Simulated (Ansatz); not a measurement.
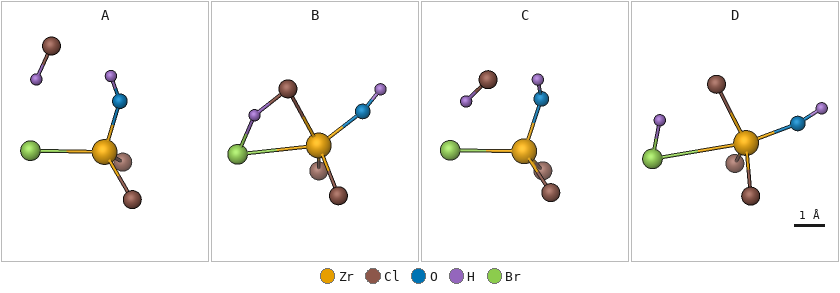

4 geometries from a converged minimum-energy path of ZrH$_{2}$OBrCl$_{3}$, shuffled. The picture is a ball-and-stick view, seen at a tilt.

Computed with Ansatz, RKS revPBE-D4/def2-SVP. Settings: 5 movable images; climbing image; force threshold 0.03 eV/Å; iteration limit 60; starting path through a guess of the saddle point.

**One of them is the converged climbing image. Which?**

B. In order along the path, whose images run from 0 to 6: D (image 1, +3.6 kJ/mol), B (image 3, +23.2 kJ/mol), C (image 5, +5.2 kJ/mol), A (image 6, +5.0 kJ/mol). Breaking: Br–H (1.44 → 2.61 Å), Cl–Zr (2.39 → 4.34 Å). Forming: Cl–H (2.72 → 1.31 Å).

The run took 5.3 min on 4 threads of Arm Neoverse V2 (shared host), peak memory 0.24 GiB.
